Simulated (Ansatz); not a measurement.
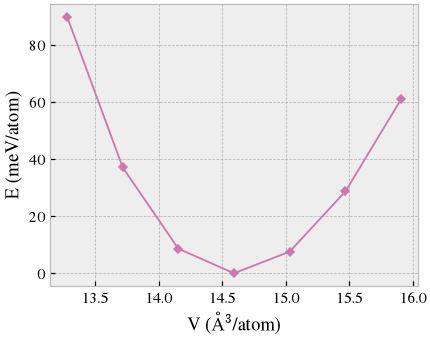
*Pd (dhcp (α-La type), P6_3/mmc) under volume change, plane-wave PAW PBEsol (Ansatz code), shape and atoms relaxed at each volume.*

Problem. What does a third-order Birch–Murnaghan fit give for V₀, B₀ and B′?

Solution. V₀ = 14.59 Å³/atom, B₀ = 199 GPa, B′ = 5.5.

The workflow started from a Materials Project entry (that database holds measured and hypothetical structures alike); the Crystallography Open Database copy checked does not list it. It is not the phase usual at ambient conditions (space group No. 225). The PBEsol relaxation kept the symmetry of its start; its stability against distortions is not shown here. Magnetic state: ferromagnetic, the only order run, not a proven ground state.

Potentials: the later of the program's two PAW sets.
